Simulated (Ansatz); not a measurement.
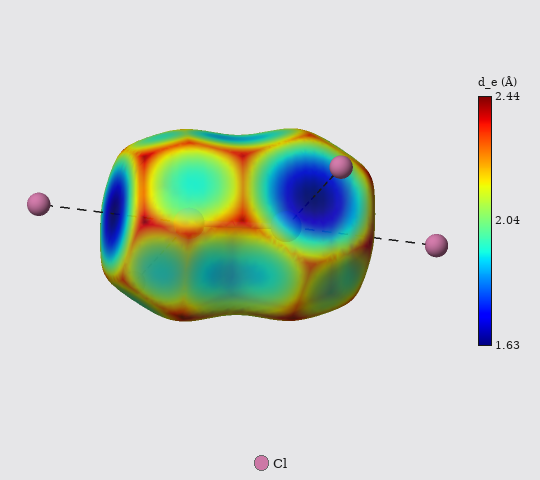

Hirshfeld surface computed for the Cl2 molecule in Cl (Cmce), coloured by d_e. Dashed lines lead to the closest neighbours outside.

The surface is where the fragment's share of the procrystal density (the sum of the densities of spherically averaged neutral Hartree-Fock atoms) equals one half. d_i and d_e are the distances from the surface to the nearest nucleus inside and outside. Van der Waals radii (Alvarez): Cl 1.82 Å.

The cell is taken from coordinates from a relaxation in a fixed cell with Ansatz 0.2.0, DFT PBE+D3(BJ), scalar-relativistic, plane waves, PAW.

```yaml
crystal:
  lattice:
    - [6.29000, 0.00000, 0.00000]
    - [0.00000, 4.50000, 0.00000]
    - [0.00000, 0.00000, 8.21000]
  atoms:
    - { symbol: Cl, position: [0.50000, 0.61556, 0.10552] }
    - { symbol: Cl, position: [0.50000, 0.88444, 0.60552] }
    - { symbol: Cl, position: [0.50000, 0.38444, 0.89448] }
    - { symbol: Cl, position: [0.50000, 0.11556, 0.39448] }
    - { symbol: Cl, position: [0.00000, 0.11556, 0.10552] }
    - { symbol: Cl, position: [0.00000, 0.38444, 0.60552] }
    - { symbol: Cl, position: [0.00000, 0.88444, 0.89448] }
    - { symbol: Cl, position: [0.00000, 0.61556, 0.39448] }
```

Which contact with the surroundings is the closest relative to the atoms' sizes?

Cl···Cl at 3.27 Å, 90 % of the sum of the van der Waals radii.

How is the surface shared among contacts (both directions of a pair summed)?

Cl···Cl 100 %.

Give the size and shape of the surface.

It encloses about 55 Å³, has an area of about 75 Å² and a globularity of 0.94 (1 for a sphere).
